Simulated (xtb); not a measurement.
**Geometry relaxation, with input and output: C$_{2}$H$_{8}$Si (part 1 of 2)**

The run: geometry relaxation of C$_{2}$H$_{8}$Si. Method and program: GFN2-xTB (xtb 6.7.1 later snapshot).

The geometry comes from this level: PBE0-D4/def2-TZVP.

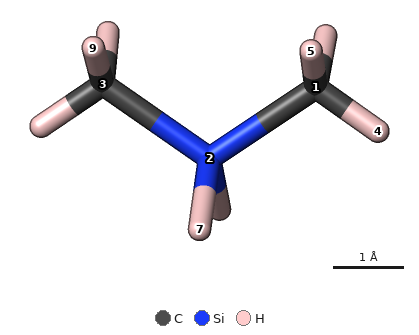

Fig. 1: The starting structure (stick view, seen on its broad side; atoms are numbered from 1 in the order of the input).

### Input (struc.xyz)
```
11
start
C     -1.050200     0.967200    -0.661200
Si    -0.309200    -0.653200    -0.087600
C      1.346600    -0.392300     0.745700
H     -2.015800     0.806900    -1.146100
H     -0.391700     1.464600    -1.377800
H     -1.204900     1.644900     0.182100
H     -0.139900    -1.564200    -1.256100
H     -1.245100    -1.319300     0.863300
H      2.058200     0.075200     0.060400
H      1.772600    -1.342000     1.077400
H      1.244800     0.255200     1.620300
```

Run on 1 thread of Arm Neoverse N1, 24 GiB of memory available, shared host.

Launch command:
```bash
xtb struc.xyz -o vtight --gfn 2 > struc.out 2> xtb.err
```

### The program's output
```
* xtb version 6.7.1
   ID    Z sym.   atoms
    1    6 C      1, 3
    2   14 Si     2
    3    1 H      4-11

           -------------------------------------------------
          |                Calculation Setup                |
           -------------------------------------------------

          program call               : xtb struc.xyz -o vtight --gfn 2
          coordinate file            : struc.xyz
          omp threads                :                     1

           -------------------------------------------------
          |                 G F N 2 - x T B                 |
           -------------------------------------------------

      * Hamiltonian:
        H0-scaling (s, p, d)           1.850000    2.230000    2.230000
        zeta-weighting                 0.500000
      * Dispersion:
        s8                             2.700000
        a1                             0.520000
        a2                             5.000000
        s9                             5.000000
      * Repulsion:
        kExp                           1.500000    1.000000
        rExp                           1.000000
      * Coulomb:
        alpha                          2.000000
        third order                    shell-resolved
        anisotropic                    true
        a3                             3.000000
        a5                             4.000000
        cn-shift                       1.200000
        cn-exp                         4.000000
        max-rad                        5.000000

          ...................................................
          :                      SETUP                      :
          :.................................................:
          :  # basis functions                  26          :
          :  # atomic orbitals                  25          :
          :  # shells                           15          :
          :  # electrons                        20          :
          :  max. iterations                   250          :
          :  Hamiltonian                  GFN2-xTB          :
          :  restarted?                      false          :
          :  GBSA solvation                  false          :
          :  PC potential                    false          :
          :  electronic temp.          300.0000000     K    :
          :  accuracy                    1.0000000          :
          :  -> integral cutoff          0.2500000E+02      :
          :  -> integral neglect         0.1000000E-07      :
          :  -> SCF convergence          0.1000000E-05 Eh   :
          :  -> wf. convergence          0.1000000E-03 e    :
          :  Broyden damping             0.4000000          :
          :  net charge                          0          :
          :  unpaired electrons                  0          :
          ...................................................

 iter      E             dE          RMSdq      gap      omega  full diag
   1    -10.1366009 -0.101366E+02  0.457E+00    7.39       0.0  T
   2    -10.2130220 -0.764211E-01  0.162E+00    6.34       1.0  T
   3    -10.2148826 -0.186062E-02  0.177E+00    6.87       1.0  T
   4    -10.2170480 -0.216543E-02  0.113E+00    6.77       1.0  T
   5    -10.2173710 -0.322981E-03  0.502E-01    6.71       1.0  T
   6    -10.2175840 -0.212989E-03  0.672E-02    6.61       1.0  T
   7    -10.2175849 -0.915174E-06  0.225E-02    6.60       1.3  T
   8    -10.2175855 -0.563124E-06  0.880E-03    6.60       3.4  T
   9    -10.2175856 -0.180882E-06  0.190E-03    6.60      15.9  T
  10    -10.2175857 -0.194547E-07  0.125E-03    6.60      24.1  T
  11    -10.2175857 -0.589148E-08  0.999E-05    6.60     301.9  T
  12    -10.2175857 -0.120259E-11  0.178E-05    6.60    1689.5  T

   *** convergence criteria satisfied after 12 iterations ***

         #    Occupation            Energy/Eh            Energy/eV
      -------------------------------------------------------------
         1        2.0000           -0.7190168             -19.5654
       ...           ...                  ...                  ...
         4        2.0000           -0.4689439             -12.7606
         5        2.0000           -0.4678656             -12.7313
         6        2.0000           -0.4612187             -12.5504
         7        2.0000           -0.4607630             -12.5380
         8        2.0000           -0.4142828             -11.2732
         9        2.0000           -0.4051194             -11.0239
        10        2.0000           -0.3996835             -10.8759 (HOMO)
        11                         -0.1571239              -4.2756 (LUMO)
        12                         -0.1484007              -4.0382
        13                         -0.1470483              -4.0014
        14                         -0.0491585              -1.3377
        15                         -0.0486648              -1.3242
       ...                                ...                  ...
        25                          0.6825305              18.5726
      -------------------------------------------------------------
                  HL-Gap            0.2425596 Eh            6.6004 eV
             Fermi-level           -0.2784037 Eh           -7.5758 eV

 SCC (total)                   0 d,  0 h,  0 min,  0.006 sec
 SCC setup                      ...        0 min,  0.000 sec (  1.510%)
 Dispersion                     ...        0 min,  0.000 sec (  0.951%)
 classical contributions        ...        0 min,  0.000 sec (  0.195%)
 integral evaluation            ...        0 min,  0.001 sec ( 11.807%)
 iterations                     ...        0 min,  0.003 sec ( 57.157%)
 molecular gradient             ...        0 min,  0.002 sec ( 26.651%)
 printout                       ...        0 min,  0.000 sec (  1.461%)

         :::::::::::::::::::::::::::::::::::::::::::::::::::::
         ::                     SUMMARY                     ::
         :::::::::::::::::::::::::::::::::::::::::::::::::::::
         :: total energy             -10.074401031515 Eh    ::
         :: gradient norm              0.031331922239 Eh/a0 ::
         :: HOMO-LUMO gap              6.600381563200 eV    ::
         ::.................................................::
         :: SCC energy               -10.217581158872 Eh    ::
         :: -> isotropic ES            0.015853730990 Eh    ::
         :: -> anisotropic ES          0.005336836223 Eh    ::
         :: -> anisotropic XC          0.006184058014 Eh    ::
         :: -> dispersion             -0.004981931157 Eh    ::
         :: repulsion energy           0.143180127357 Eh    ::
         :: add. restraining           0.000000000000 Eh    ::
         :: total charge              -0.000000000000 e     ::
         :::::::::::::::::::::::::::::::::::::::::::::::::::::

      -----------------------------------------------------------
     |                   =====================                   |
     |                        A N C O P T                        |
     |                   =====================                   |
     |               Approximate Normal Coordinate               |
     |                Rational Function Optimizer                |
      -----------------------------------------------------------

          ...................................................
          :                      SETUP                      :
          :.................................................:
          :   optimization level         verytight          :
          :   max. optcycles                   220          :
          :   ANC micro-cycles                  20          :
          :   degrees of freedom                27          :
          :.................................................:
          :   RF solver                   davidson          :
          :   write xtbopt.log                true          :
          :   linear?                        false          :
          :   energy convergence         0.1000000E-06 Eh   :
          :   grad. convergence          0.2000000E-03 Eh/α :
          :   maximum RF displ.          1.0000000          :
          :   Hlow (freq-cutoff)         0.1000000E-01      :
          :   Hmax (freq-cutoff)         5.0000000          :
          :   S6 in model hess.         20.0000000          :
          ...................................................

generating ANC from exact Hessian ...
Using Lindh-Hessian (1995)
 Shifting diagonal of input Hessian by    5.4780244796415198E-003
 Lowest  eigenvalues of input Hessian
    0.000000    0.000000    0.000000    0.000000    0.000000    0.000000
    0.010000    0.010537    0.010685    0.017803    0.018263    0.020752
    0.023497    0.042770    0.043445    0.043609    0.058067    0.089073
 Highest eigenvalues
    0.917969    1.003096    1.065526    1.066420    1.069091    1.073752

........................................................................
.............................. CYCLE    1 ..............................
........................................................................

 iter      E             dE          RMSdq      gap      omega  full diag
   1    -10.2175857 -0.102176E+02  0.104E-05    6.60       0.0  T
   2    -10.2175857 -0.142109E-12  0.378E-06    6.60    7967.1  T
   3    -10.2175857 -0.319744E-13  0.273E-06    6.60   11027.2  T
     SCC iter.                  ...        0 min,  0.001 sec
     gradient                   ...        0 min,  0.001 sec
 * total energy  :   -10.0744010 Eh     change       -0.1994849E-11 Eh
   gradient norm :     0.0313319 Eh/α   predicted     0.0000000E+00 (-100.00%)
   displ. norm   :     0.0976880 α      lambda       -0.1885267E-02
   maximum displ.:     0.0732528 α      in ANC's #12, #10, #22, ...

........................................................................
.............................. CYCLE    2 ..............................
........................................................................

 iter      E             dE          RMSdq      gap      omega  full diag
   1    -10.2207432 -0.102207E+02  0.243E-01    6.51       0.0  T
   2    -10.2207600 -0.167656E-04  0.160E-01    6.50       1.0  T
   3    -10.2207603 -0.327795E-06  0.222E-02    6.49       1.4  T
   4    -10.2207610 -0.635231E-06  0.185E-02    6.49       1.6  T
   5    -10.2207613 -0.386051E-06  0.859E-03    6.49       3.5  T
   6    -10.2207613 -0.472057E-08  0.237E-03    6.49      12.7  T
   7    -10.2207614 -0.487104E-08  0.344E-04    6.49      87.6  T
   8    -10.2207614 -0.132836E-10  0.505E-05    6.49     596.6  T
     SCC iter.                  ...        0 min,  0.002 sec
     gradient                   ...        0 min,  0.001 sec
 * total energy  :   -10.0754604 Eh     change       -0.1059323E-02 Eh
   gradient norm :     0.0087820 Eh/α   predicted    -0.9516278E-03 ( -10.17%)
   displ. norm   :     0.0286907 α      lambda       -0.1466938E-03
   maximum displ.:     0.0131967 α      in ANC's #10, #2, #22, ...

........................................................................
.............................. CYCLE    3 ..............................
........................................................................

 iter      E             dE          RMSdq      gap      omega  full diag
   1    -10.2217330 -0.102217E+02  0.610E-02    6.48       0.0  T
   2    -10.2217343 -0.126688E-05  0.466E-02    6.48       1.0  T
   3    -10.2217346 -0.285085E-06  0.202E-02    6.47       1.5  T
   4    -10.2217345  0.864060E-08  0.530E-03    6.48       5.7  T
   5    -10.2217346 -0.383685E-07  0.427E-03    6.48       7.1  T
   6    -10.2217346 -0.245224E-07  0.998E-04    6.48      30.2  T
   7    -10.2217346 -0.304889E-09  0.235E-04    6.48     128.2  T
     SCC iter.                  ...        0 min,  0.002 sec
     gradient                   ...        0 min,  0.002 sec
 * total energy  :   -10.0755419 Eh     change       -0.8151136E-04 Eh
   gradient norm :     0.0014869 Eh/α   predicted    -0.7340677E-04 (  -9.94%)
   displ. norm   :     0.0214999 α      lambda       -0.7796754E-05
   maximum displ.:     0.0169702 α      in ANC's #2, #7, #18, ...

........................................................................
.............................. CYCLE    4 ..............................
........................................................................

 iter      E             dE          RMSdq      gap      omega  full diag
   1    -10.2216375 -0.102216E+02  0.383E-02    6.46       0.0  T
   2    -10.2216376 -0.838197E-07  0.248E-02    6.46       1.2  T
   3    -10.2216377 -0.377277E-07  0.456E-03    6.46       6.6  T
   4    -10.2216377 -0.110530E-08  0.124E-03    6.46      24.4  T
   5    -10.2216377 -0.295527E-09  0.711E-04    6.46      42.4  T
   6    -10.2216377 -0.727438E-09  0.333E-04    6.46      90.4  T
     SCC iter.                  ...        0 min,  0.002 sec
     gradient                   ...        0 min,  0.001 sec
 * total energy  :   -10.0755454 Eh     change       -0.3500930E-05 Eh
   gradient norm :     0.0007483 Eh/α   predicted    -0.3900113E-05 (  11.40%)
   displ. norm   :     0.0070300 α      lambda       -0.1419254E-05
   maximum displ.:     0.0061939 α      in ANC's #7, #2, #10, ...

........................................................................
.............................. CYCLE    5 ..............................
........................................................................

 iter      E             dE          RMSdq      gap      omega  full diag
   1    -10.2216322 -0.102216E+02  0.219E-02    6.46       0.0  T
   2    -10.2216322 -0.179551E-07  0.141E-02    6.47       2.1  T
   3    -10.2216322 -0.101124E-08  0.199E-03    6.47      15.1  T
   4    -10.2216322 -0.608434E-08  0.105E-03    6.47      28.7  T
   5    -10.2216322 -0.118674E-08  0.252E-04    6.47     119.4  T
   6    -10.2216322 -0.894040E-11  0.105E-04    6.47     286.1  T
     SCC iter.                  ...        0 min,  0.002 sec
     gradient                   ...        0 min,  0.001 sec
 * total energy  :   -10.0755464 Eh     change       -0.1063604E-05 Eh
   gradient norm :     0.0001316 Eh/α   predicted    -0.7111392E-06 ( -33.14%)
   displ. norm   :     0.0031865 α      lambda       -0.1054362E-06
   maximum displ.:     0.0029485 α      in ANC's #2, #7, #12, ...

........................................................................
.............................. CYCLE    6 ..............................
........................................................................

 iter      E             dE          RMSdq      gap      omega  full diag
   1    -10.2216458 -0.102216E+02  0.385E-03    6.47       0.0  T
   2    -10.2216458 -0.119115E-08  0.240E-03    6.47      12.6  T
   3    -10.2216458  0.140524E-08  0.942E-04    6.47      32.0  T
   4    -10.2216458 -0.182745E-08  0.373E-04    6.47      80.8  T
     SCC iter.                  ...        0 min,  0.001 sec
     gradient                   ...        0 min,  0.001 sec
 * total energy  :   -10.0755465 Eh     change       -0.7566923E-07 Eh
   gradient norm :     0.0000490 Eh/α   predicted    -0.5352400E-07 ( -29.27%)
   displ. norm   :     0.0014614 α      lambda       -0.1711310E-07
   maximum displ.:     0.0013831 α      in ANC's #2, #10, #12, ...

   *** GEOMETRY OPTIMIZATION CONVERGED AFTER 6 ITERATIONS ***

------------------------------------------------------------------------
 total energy gain   :        -0.0011455 Eh       -0.7188 kcal/mol
 total RMSD          :         0.0337788 a0        0.0179 Å
 total power (kW/mol):        -0.5012407 (step) -107.4213 (real)
------------------------------------------------------------------------
```
